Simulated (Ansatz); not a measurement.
**Fields on a plane of MnO (rock salt)**

```xyz
2
Lattice="0.0000 2.1676 2.1676 2.1676 0.0000 2.1676 2.1676 2.1676 0.0000" Properties=species:S:1:pos:R:3 pbc="T T T"
O      0.0000     0.0000     0.0000
Mn     2.1676     2.1676     2.1676
```

The slice is a {111} plane (indices of the conventional cell) through the point (0.500, 0.500, 0.500) (fractional), spanned by u = [100] and v = [-1 2 0] in vectors of this cell: u (3.07 Å) and v (5.31 Å, at 90° to u). It covers one period; positions are fractions (u, v).

Atoms on it: Mn at (0.00, 0.00); Mn at (0.50, 0.50).

Computed with PBEsol (plane waves to 420 eV, PAW, scalar-relativistic; Ansatz, an electronic-structure program). k mesh 18×18×18. Near the nuclei the fields are pseudised (PAW); where an atom keeps semicore shells as valence, they peak there. MnO is run spin-polarised and with no Hubbard U; the real compound is an antiferromagnetic insulator, a state that this run doesn't describe. MnO was relaxed with its symmetry unable to fall. Relaxed MnO ends ferromagnetic. Other magnetic orders were not checked, so this need not be the ground state.

| v \ u | 0.00 | 0.14 | 0.29 | 0.43 | 0.57 | 0.71 | 0.86 |
|---|---|---|---|---|---|---|---|
| 0.88 | 0.47 | 0.30 | 0.10 | 0.15 | 0.15 | 0.10 | 0.30 |
| 0.75 | 0.13 | 0.11 | 0.10 | 0.12 | 0.12 | 0.10 | 0.11 |
| 0.62 | 0.17 | 0.12 | 0.16 | 0.42 | 0.42 | 0.16 | 0.12 |
| 0.50 | 0.10 | 0.10 | 0.48 | x | x | 0.48 | 0.10 |
| 0.38 | 0.17 | 0.12 | 0.16 | 0.42 | 0.42 | 0.16 | 0.12 |
| 0.25 | 0.13 | 0.11 | 0.10 | 0.12 | 0.12 | 0.10 | 0.11 |
| 0.12 | 0.47 | 0.30 | 0.10 | 0.15 | 0.15 | 0.10 | 0.30 |
| 0.00 | x | 0.72 | 0.21 | 0.10 | 0.10 | 0.21 | 0.72 |

Values: electron localisation function (ELF). Points within 0.4 Å of a nucleus are blanked (x), as the pseudised field means little there.

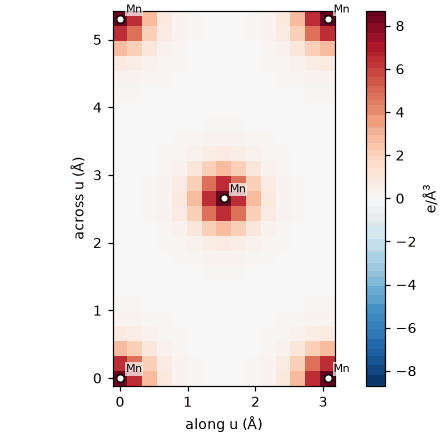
Fig. 1. Spin density, up minus down in e/Å³, one period of the plane, atoms marked.
